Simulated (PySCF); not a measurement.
# CH$_{2}$Cl$_{3}$F, SMILES `F.ClC(Cl)Cl`: electronic structure

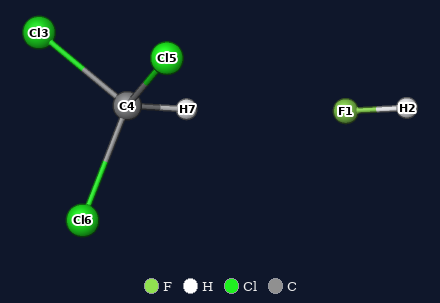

The molecule, with its atoms numbered as below. The pair's geometry is semi-empirical, so its contact may be too short or too long.

Cartesian coordinates (Å):

```
F1      -2.9869   -0.0020   -0.9449
H2      -3.8442   -0.0257   -0.5777
Cl3      1.3836   -1.0813   -0.7963
C4       0.1460   -0.0004   -0.1406
Cl5     -0.3637   -0.5630    1.4545
Cl6      0.7784    1.6472   -0.0269
H7      -0.7184   -0.0036   -0.8063
```

### 1. Bonding charge

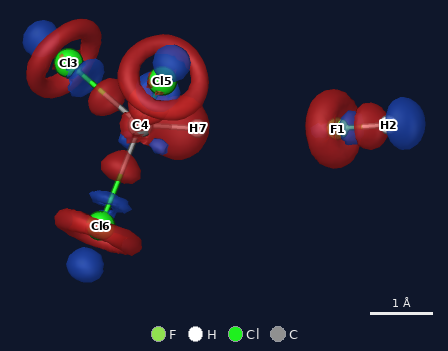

Deformation density (molecule less spherical, spin-averaged free atoms at the same positions), surfaces at ±0.15 e/Å³; red: gain, blue: loss.

Level of theory: HF/aug-cc-pVDZ (PySCF), at a geometry from GFN2-xTB.

> How much density has each bond gained at its critical point, relative to the free atoms?

C4–H7: +0.85 e/Å³ at the bond critical point (bond length 1.09 Å). F1–H2: +0.49 e/Å³ at the bond critical point (bond length 0.93 Å). C4–Cl5: +0.29 e/Å³ at the bond critical point (bond length 1.77 Å). C4–Cl6: +0.29 e/Å³ at the bond critical point (bond length 1.77 Å). Cl3–C4: +0.29 e/Å³ at the bond critical point (bond length 1.77 Å). In all, 1.8 electrons gather in the regions of gain relative to the promolecule.

> Where do the Hirshfeld charges lie?

The highest Hirshfeld charge is on H2 (+0.25 e), the lowest on F1 (−0.21 e).

### 2. Bond critical points

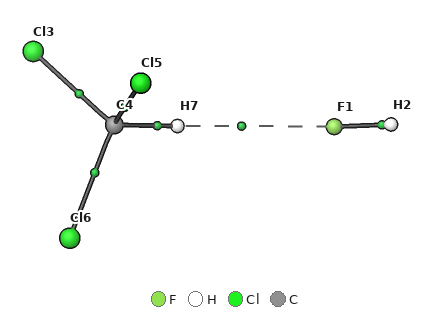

Molecular graph of the electron density (QTAIM): bond paths, bond critical points (green), ring points (magenta, if any); weak paths are dashed.

> How many critical points of each kind are there, and does the count close?

7 nuclei, 6 bond, 0 ring and 0 cage critical points: 7 − 6 + 0 − 0 = 1, as the Poincaré–Hopf relation requires.

> Tabulate density, Laplacian, ellipticity and energy density at the bond critical points (atomic units).

```
  bond  length (Å)  ρ (a.u.)  ∇²ρ (a.u.)     ε  H (a.u.)
 F1–H2       0.933     0.347       −3.28  0.00    −0.891
 C4–H7       1.091     0.301       −1.31  0.00    −0.351
C4–Cl5       1.767     0.201       −0.36  0.03    −0.151
C4–Cl6       1.769     0.200       −0.36  0.03    −0.150
Cl3–C4       1.769     0.200       −0.36  0.03    −0.150
 F1–H7       2.273     0.010       +0.04  0.02    +0.001
```

> What kind of interaction is Cl3–C4?

Shared-shell (covalent): ρ = 0.200, ∇²ρ = −0.36, H = −0.150 a.u.

> Are there bond paths between atoms that aren't covalently bonded?

Yes: F1–H7 (2.27 Å, ρ = 0.010).

### 3. Local ionisation energy

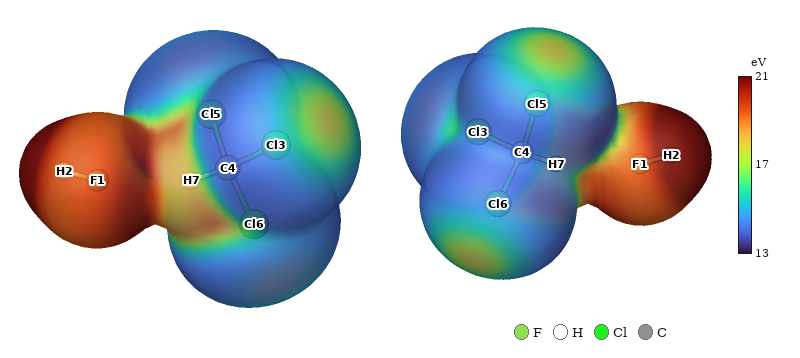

Average local ionisation energy on the surface of electron density 0.001 a.u. (back view left, front view right).

> Where are the most loosely bound electrons on this surface?

The lowest value is 13.9 eV, 2.1 Å from Cl5. Further minima include 13.9 eV, 2.1 Å from Cl6; 13.9 eV, 2.1 Å from Cl3. For comparison, the highest occupied orbital lies at −12.0 eV.

> What volume does the surface enclose, and what is the dipole moment?

About 128 Å³; the dipole moment is 3.1 D.

### 4. Weak contacts

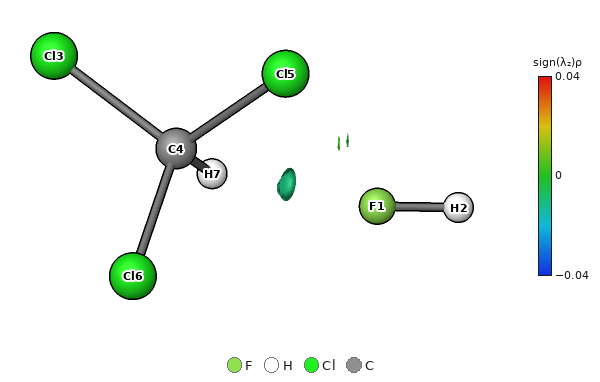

Non-covalent interaction surfaces between the fragments (reduced density gradient s = 0.4, coloured by sign(λ₂)ρ in a.u.; trimmed to the region between the fragments where ρ is under 0.06 a.u.). Fragment A: HF (atoms 1–2); fragment B: HCCl3.

PySCF calculation, HF/aug-cc-pVDZ, gas phase; geometry: GFN2-xTB.

> How strongly are they bound?

The counterpoise-corrected interaction energy of the frozen fragments is −1.4 kcal/mol without dispersion correction and −2.5 kcal/mol with D3(BJ). The pair geometry is semi-empirical, not a minimum at this level.

### 5. Excited states

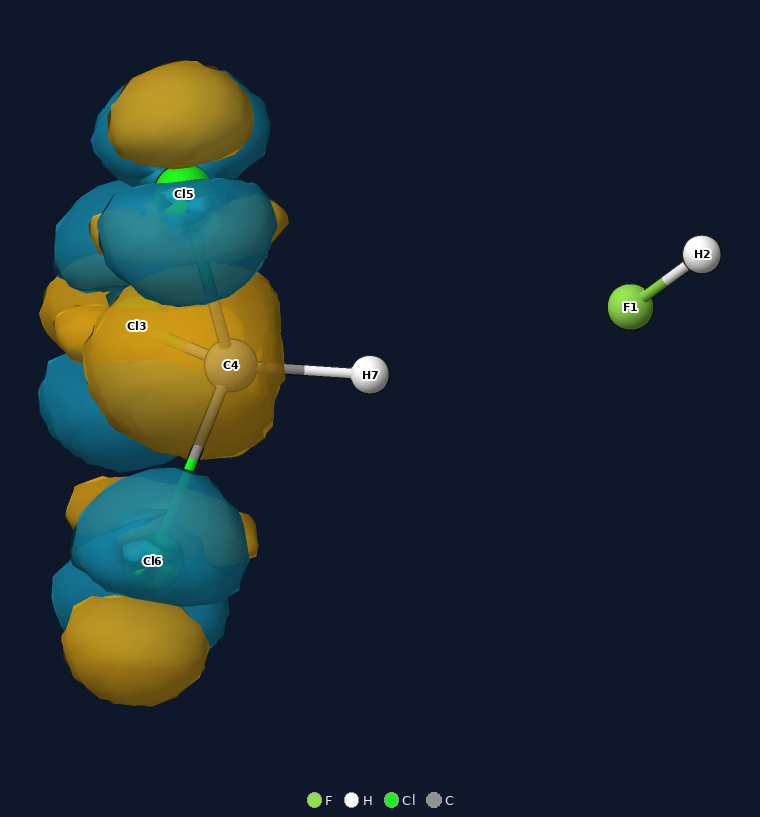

Unrelaxed difference density of S₁ less the ground state (TDA singlet states), ±0.04 e/Å³; yellow: gain, teal: loss.

PySCF calculation, BHandHLYP/def2-SVP, gas phase; geometry: GFN2-xTB. Without diffuse functions Rydberg states are missing, so the states' numbers hold for this basis only.

> How does the charge move on excitation?

0.66 e is displaced in all, of which about 0.3 e passes between atoms: Cl3 (0.10 e) and Cl6 (0.10 e) lose electrons and C4 (0.27 e) gains them. The state: 7.50 eV (165 nm), f = 0.000 (dark); the leading pair carries 88 %; hole on Cl3 and Cl6 (33 % each) and Cl5 (32 %), electron on C4 (30 %) and Cl3, Cl5 and Cl6 (22 % each); their centroids lie 0.1 Å apart.

The PySCF runs shown took 2.2 s, 4 s and 69 s on 1 thread of Intel(R) Xeon(R) Platinum 8488C (Sapphire Rapids) (shared host).
